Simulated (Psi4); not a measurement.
# One shape, several levels: quartet C2HF2Ge

Wanted: a comparison of 6 runs (UB3LYP/6-31G*, UBHLYP/6-31G*, UBLYP/6-31G*, UPBE/6-31G*, UPBE0/6-31G*, USVWN5/6-31G*) of quartet C2HF2Ge. 

Program for the calculation: Psi4 1.11.

### Step 1. The molecule

C2HF2Ge: 6 atoms, total charge 0, spin state quartet. SMILES of the parent species: `C#[C][Ge]([F])[F]`. Geometry: relaxed at PBE0-D4/def2-TZVP. That shape belongs to the parent species and isn't relaxed for this state.

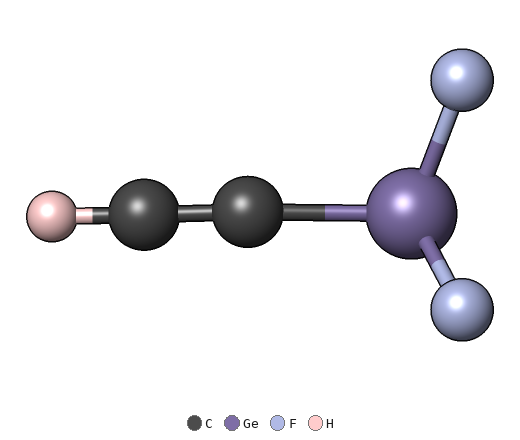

Viewed from a chosen angle; carbon dark grey, germanium purple, fluorine light blue, hydrogen pink.

### Step 2. Energy and forces at UB3LYP/6-31G(d) (spherical functions) (run 1)

c2hf2ge.dat

```
memory 2.2 GB

molecule m {
  0 4
  C     -0.190100     0.518400     1.692900
  C     -0.131400     0.204200     0.530300
  Ge    -0.289600    -0.139700    -1.323100
  F     -0.276600    -1.850600    -1.565100
  F      1.142900     0.424100    -2.108200
  H     -0.213200     0.779700     2.727000
  units angstrom
  symmetry c1
  no_reorient
  no_com
}

set basis 6-31G*
set reference uks
set puream true
set e_convergence 1e-09
set d_convergence 1e-08
set scf_type pk
set dft_radial_points 99
set dft_spherical_points 590
set maxiter 100

result, w = gradient("b3lyp", return_wfn=True)
oeprop(w, "QUADRUPOLE", "LOWDIN_CHARGES", "MAYER_INDICES", title="B3LYP")
```

Command:

```
$ psi4 -n 1 c2hf2ge.dat c2hf2ge.out
```

c2hf2ge.out:

```text
[...]
  Running in c1 symmetry.
[...]
  Nuclear repulsion =  338.439495053189944
[...]
  Multiplicity = 4
[...]
  Nalpha       = 33
  Nbeta        = 30
[...]
    Number of basis functions: 90
[...]
   @UKS iter   1: -2351.64026809315965   -2.26022e+00   3.04605e-02 DIIS/ADIIS
[...]
   @UKS iter  20: -2353.01753022869161   -5.77529e-11   5.64161e-09 DIIS
[...]
   @S^2 Observed:                3.756743631E+00
[...]
  @UKS Final Energy: -2353.01753022869161
   => Energetics <=
    Nuclear Repulsion Energy =            338.4394950531899440
    One-Electron Energy =               -3949.4739233897043960
    Two-Electron Energy =                1347.6577812907203224
    DFT Exchange-Correlation Energy =     -89.6408831828974542
    Empirical Dispersion Energy =           0.0000000000000000
    VV10 Nonlocal Energy =                  0.0000000000000000
    Total Energy =                      -2353.0175302286916121
  UHF NO Occupations:
  HONO-2 :   31  A 1.0000000
  HONO-1 :   32  A 1.0000000
[...]
  -Total Gradient:
     Atom            X                  Y                   Z
    ------   -----------------  -----------------  -----------------
       1        0.008079603848    -0.058590063532    -0.224278985091
       2       -0.005393573334     0.056493214208     0.222521463219
       3        0.015189649021    -0.013515007226    -0.016652153809
       4       -0.003674856852     0.016378238325     0.006435206271
       5       -0.014449458676    -0.000952556194     0.010549056628
       6        0.000380158490     0.000097624809     0.001397101878
[...]
 Multipole Moments:
 ------------------------------------------------------------------------------------
     Multipole            Electronic (a.u.)      Nuclear  (a.u.)        Total (a.u.)
 ------------------------------------------------------------------------------------
 L = 1.  Multiply by 2.5417464519 to convert [e a0] to [Debye]
 Dipole X            :          6.2641309           -6.8270136           -0.5628827
 Dipole Y            :         23.6708325          -23.0425645            0.6282680
 Dipole Z            :        113.2837050         -112.1225533            1.1611517
 Magnitude           :                                                    1.4352111
 L = 2.  Multiply by 1.3450342976 to convert [e a0^2] to [Debye ang]
 Quadrupole XX       :        -83.9302138           55.3308316          -28.5993822
 Quadrupole XY       :        -34.4243748           33.3728012           -1.0515736
[...]
```

It took 45 s on 1 thread of Intel Xeon Platinum 8259CL at 2.50GHz (Skylake/Cascade Lake), shared host; peak memory 0.96 GiB.

### Step 3. Energy and gradient at UBHLYP/6-31G(d) (spherical functions) (run 2)

c2hf2ge.json

```json
{
  "schema_name": "qcschema_input",
  "schema_version": 1,
  "molecule": {
    "schema_name": "qcschema_molecule",
    "schema_version": 2,
    "symbols": ["C", "C", "Ge", "F", "F", "H"],
    "geometry": [-0.35923694, 0.97963402, 3.19911736, -0.24831001, 0.38588207, 1.00212176, -0.54726469, -0.26399474, -2.50029664, -0.52269825, -3.49712717, -2.95761036, 2.15976799, 0.80143285, -3.98392062, -0.40288961, 1.47341946, 5.15328314],
    "molecular_charge": 0,
    "molecular_multiplicity": 4,
    "fix_symmetry": "c1",
    "fix_com": true,
    "fix_orientation": true
  },
  "driver": "gradient",
  "model": {
    "method": "bhhlyp",
    "basis": "6-31G*"
  },
  "keywords": {
    "reference": "uks",
    "puream": true,
    "e_convergence": 1e-09,
    "d_convergence": 1e-08,
    "scf_type": "pk",
    "dft_radial_points": 99,
    "dft_spherical_points": 590,
    "maxiter": 100,
    "scf_properties": ["LOWDIN_CHARGES", "MAYER_INDICES", "MULLIKEN_CHARGES"]
  }
}
```

Command:

```
$ psi4 --qcschema c2hf2ge.json -n 1 --memory 2200MB
```

stdout:

```text
[...]
  Running in c1 symmetry.
[...]
  Nuclear repulsion =  338.439494839305610
[...]
  Multiplicity = 4
[...]
  Nalpha       = 33
  Nbeta        = 30
[...]
    Number of basis functions: 90
[...]
   @UKS iter   1: -2351.62322847607174   -2.90616e+00   2.86158e-02 DIIS/ADIIS
[...]
   @UKS iter  21: -2352.84250335473007   -1.29148e-10   6.43129e-09 DIIS
[...]
   @S^2 Observed:                3.761149706E+00
[...]
  @UKS Final Energy: -2352.84250335473007
   => Energetics <=
    Nuclear Repulsion Energy =            338.4394948393056097
    One-Electron Energy =               -3949.7100397366848483
    Two-Electron Energy =                1315.4160483001985540
    DFT Exchange-Correlation Energy =     -56.9880067575495701
    Empirical Dispersion Energy =           0.0000000000000000
    VV10 Nonlocal Energy =                  0.0000000000000000
    Total Energy =                      -2352.8425033547300700
  UHF NO Occupations:
  HONO-2 :   31  A 1.0000000
  HONO-1 :   32  A 1.0000000
[...]
 Multipole Moments:
 ------------------------------------------------------------------------------------
     Multipole            Electronic (a.u.)      Nuclear  (a.u.)        Total (a.u.)
 ------------------------------------------------------------------------------------
 L = 1.  Multiply by 2.5417464519 to convert [e a0] to [Debye]
 Dipole X            :          6.1551094           -6.8270137           -0.6719043
 Dipole Y            :         23.7351386          -23.0425646            0.6925740
 Dipole Z            :        113.2682352         -112.1225534            1.1456817
 Magnitude           :                                                    1.4978988
[...]
  -Total Gradient:
     Atom            X                  Y                   Z
    ------   -----------------  -----------------  -----------------
       1        0.007266465160    -0.057075251157    -0.220061619339
       2       -0.003288193919     0.054551225116     0.219889716110
       3        0.001341280977    -0.004685657219    -0.015863203675
       4       -0.003213511160     0.002053652814     0.004500719205
       5       -0.002275336816     0.003493706726     0.004133853152
       6        0.000252324820     0.001606279121     0.007382065939
[...]
```

The result, in JSON:

```text
{
 "driver": "gradient",
 "model": {
  "method": "bhhlyp",
  "basis": "6-31G*"
 },
 "success": true,
 "return_result": [0.007266465159513166, -0.057075251157125986, -0.220061619339251, -0.0032881939187828467, 0.054551225116045786, 0.21988971611026456, 0.0013412809772163498, -0.004685657219326355, -0.015863203674770968, -0.0032135111595296, 0.002053652814206372, 0.0045007192054488734, -0.0022753368155477988, 0.0034937067257875543, 0.00413385315198804, 0.00025232481972029723, 0.0016062791210014749, 0.00738206593877172],
 "properties": {
  "calcinfo_nbasis": 90,
  "calcinfo_nmo": 90,
  "calcinfo_nalpha": 33,
  "calcinfo_nbeta": 30,
  "calcinfo_natom": 6,
  "nuclear_repulsion_energy": 338.4394948393056,
  "return_energy": -2352.84250335473,
  "return_gradient": [0.007266465159513166, -0.057075251157125986, -0.220061619339251, -0.0032881939187828467, 0.054551225116045786, 0.21988971611026456, 0.0013412809772163498, -0.004685657219326355, -0.015863203674770968, -0.0032135111595296, 0.002053652814206372, 0.0045007192054488734, -0.0022753368155477988, 0.0034937067257875543, 0.00413385315198804, 0.00025232481972029723, 0.0016062791210014749, 0.00738206593877172],
  "scf_one_electron_energy": -3949.710039736685,
  "scf_two_electron_energy": 1315.4160483001986,
  "scf_xc_energy": -56.98800675754957,
  "scf_dipole_moment": [-0.6719043055048299, 0.6925740482892202, 1.1456817107597175],
  "scf_total_energy": -2352.84250335473,
  "scf_total_gradient": [0.007266465159513166, -0.057075251157125986, -0.220061619339251, -0.0032881939187828467, 0.054551225116045786, 0.21988971611026456, 0.0013412809772163498, -0.004685657219326355, -0.015863203674770968, -0.0032135111595296, 0.002053652814206372, 0.0045007192054488734, -0.0022753368155477988, 0.0034937067257875543, 0.00413385315198804, 0.00025232481972029723, 0.0016062791210014749, 0.00738206593877172],
  "scf_iterations": 21
 }
}
```

Wall time 43 s (1 thread of Intel Xeon Platinum 8259CL at 2.50GHz (Skylake/Cascade Lake), shared host); peak memory 0.96 GiB.

Runs 3 to 5 aren't shown in full; the table further down has their settings and results.

### Step 4. A single-point energy at USVWN5/6-31G(d) (spherical functions) (run 6)

c2hf2ge.py

```python
import psi4

psi4.set_memory(2200000000)
psi4.set_num_threads(1)
psi4.set_output_file('psi4.out', False)

m = psi4.geometry("""
0 4
C     -0.190100     0.518400     1.692900
C     -0.131400     0.204200     0.530300
Ge    -0.289600    -0.139700    -1.323100
F     -0.276600    -1.850600    -1.565100
F      1.142900     0.424100    -2.108200
H     -0.213200     0.779700     2.727000
symmetry c1
""")

psi4.set_options({
    'basis': '6-31G*',
    'reference': 'uks',
    'puream': True,
    'e_convergence': 1e-09,
    'd_convergence': 1e-08,
    'scf_type': 'pk',
    'dft_radial_points': 99,
    'dft_spherical_points': 590,
    'maxiter': 100,
})

result, w = psi4.energy("scf", dft_functional={"name": "SVWN5", "x_functionals": {"LDA_X": {}}, "c_functionals": {"LDA_C_VWN": {}}}, molecule=m, return_wfn=True)
psi4.oeprop(w, "QUADRUPOLE", "WIBERG_LOWDIN_INDICES", "MULLIKEN_CHARGES")
print(f'total energy {result:.8f} hartree = {result * 27.211386:.5f} eV')
for k, v in sorted(psi4.core.scalar_variables().items()):
    print(f'{k:45s} {v:18.10f}')
```

Command:

```
$ python c2hf2ge.py
```

psi4.out:

```text
[...]
  Running in c1 symmetry.
[...]
  Nuclear repulsion =  338.439495053189944
[...]
  Multiplicity = 4
[...]
  Nalpha       = 33
  Nbeta        = 30
[...]
    Number of basis functions: 90
[...]
   @UKS iter   1: -2345.81898640357667   -1.24343e+00   3.32668e-02 DIIS/ADIIS
[...]
   @UKS iter  17: -2347.83973800384729   -2.95586e-11   5.33957e-09 DIIS
[...]
   @S^2 Observed:                3.753325447E+00
[...]
  @UKS Final Energy: -2347.83973800384729
   => Energetics <=
    Nuclear Repulsion Energy =            338.4394950531899440
    One-Electron Energy =               -3948.9142236103980395
    Two-Electron Energy =                1368.6322086254212991
    DFT Exchange-Correlation Energy =    -105.9972180720604626
    Empirical Dispersion Energy =           0.0000000000000000
    VV10 Nonlocal Energy =                  0.0000000000000000
    Total Energy =                      -2347.8397380038472875
  UHF NO Occupations:
  HONO-2 :   31  A 1.0000000
  HONO-1 :   32  A 1.0000000
[...]
 Multipole Moments:
 ------------------------------------------------------------------------------------
     Multipole            Electronic (a.u.)      Nuclear  (a.u.)        Total (a.u.)
 ------------------------------------------------------------------------------------
 L = 1.  Multiply by 2.5417464519 to convert [e a0] to [Debye]
 Dipole X            :         -1.4714363            1.0174442           -0.4539921
 Dipole Y            :         -0.7120831            1.2773611            0.5652780
 Dipole Z            :         -6.8260936            8.0078096            1.1817159
 Magnitude           :                                                    1.3863984
 L = 2.  Multiply by 1.3450342976 to convert [e a0^2] to [Debye ang]
 Quadrupole XX       :        -83.3566196           54.6074519          -28.7491676
 Quadrupole XY       :        -31.9660932           30.8964161           -1.0696771
[...]
  Mulliken Charges: (a.u.)
   Center  Symbol    Alpha    Beta     Spin     Total
       1     C     3.53867  2.50660  1.03207 -0.04527
       2     C     3.42063  2.49865  0.92198  0.08072
       3    GE    16.27090 15.42508  0.84582  0.30402
       4     F     4.70724  4.58437  0.12287 -0.29162
       5     F     4.70726  4.58435  0.12291 -0.29162
       6     H     0.35529  0.40095 -0.04566  0.24376
   Total alpha = 33.00000, Total beta = 30.00000, Total charge = -0.00000
  Wiberg Bond Indices using Orthogonal Lowdin Orbitals:
[...]
```

On the terminal:

```text
total energy -2347.83973800 hartree = -63887.97338 eV
CURRENT ENERGY                                  -2347.8397380038
CURRENT REFERENCE ENERGY                        -2347.8397380038
DD SOLVATION ENERGY                                 0.0000000000
DFT FUNCTIONAL TOTAL ENERGY                     -2347.8397380038
DFT TOTAL ENERGY                                -2347.8397380038
DFT VV10 ENERGY                                     0.0000000000
DFT XC ENERGY                                    -105.9972180721
GRID ELECTRONS ALPHA                               32.9999972197
GRID ELECTRONS BETA                                29.9999972446
GRID ELECTRONS TOTAL                               62.9999944643
NUCLEAR REPULSION ENERGY                          338.4394950532
ONE-ELECTRON ENERGY                             -3948.9142236104
PCM POLARIZATION ENERGY                             0.0000000000
PE ENERGY                                           0.0000000000
SCF ITERATION ENERGY                            -2347.8397380038
SCF ITERATIONS                                     17.0000000000
SCF TOTAL ENERGY                                -2347.8397380038
TWO-ELECTRON ENERGY                              1368.6322086254
XC GRID RADIAL POINTS                              99.0000000000
XC GRID SPHERICAL POINTS                          590.0000000000
XC GRID TOTAL POINTS                           335867.0000000000
```

It took 20 s on 1 thread of Intel Xeon Platinum 8259CL at 2.50GHz (Skylake/Cascade Lake), shared host; peak memory 0.52 GiB.

### Step 5. All runs side by side

```csv
run,level,task,energy (Eh),dipole moment (D),HOMO energy (eV),⟨S²⟩,wall time
1,UB3LYP/6-31G* (spherical functions),gradient,-2353.017530,3.65,-3.56,3.757,45 s
2,UBHLYP/6-31G* (spherical functions),gradient,-2352.842503,3.81,-4.84,3.761,43 s
3,UBLYP/6-31G* (spherical functions),gradient,-2352.989860,3.44,-2.45,3.755,53 s
4,UPBE/6-31G* (spherical functions),energy,-2352.375395,3.44,-2.74,3.755,42 s
5,UPBE0/6-31G* (spherical functions),gradient,-2352.434336,3.66,-3.92,3.758,45 s
6,USVWN5/6-31G* (spherical functions),energy,-2347.839738,3.52,-2.77,3.753,20 s
```

### Step 6. What came out

```
                                 quantity           value
                      run 6: total energy  -2347.83974 Eh
                     run 6: dipole moment          3.52 D
run 6: HOMO energy (highest over α and β)        -2.77 eV
                              run 6: ⟨S²⟩           3.753
```

The dipole moment (its size) runs from 3.44 D (UPBE/6-31G*) to 3.81 D (UBHLYP/6-31G*). Totals of different functionals can't be ranked against each other. All runs together took 4.1 min, the longest 53 s.
